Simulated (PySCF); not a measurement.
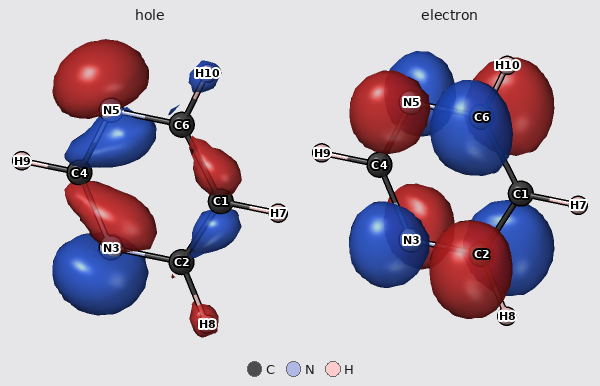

Figure. C$_{4}$H$_{4}$N$_{2}$, SMILES `c1cncnc1`. Leading natural transition orbital pair of S₁ (full linear response singlet states); the surfaces enclose about 70 % of each orbital's density.

Computed with PySCF, CAM-B3LYP/def2-SVP, geometry: GFN2-xTB. No frequency check shows the geometry to be a minimum. Without diffuse functions Rydberg states are missing, so the states' numbers hold for this basis only.

### Give its energy, strength and character.

4.55 eV (273 nm), f = 0.006, n → π*; the leading pair carries 99 %; hole on N3 and N5 (35 % each), C4 (8 %) and C1, C2 and C6 (5 % each), electron on C2 and C6 (23 % each), N3 and N5 (18 % each) and C1 (7 %); their centroids lie 0.7 Å apart. In canonical orbitals it is mainly HOMO → LUMO (99 %). The HOMO–LUMO gap is 8.78 eV.
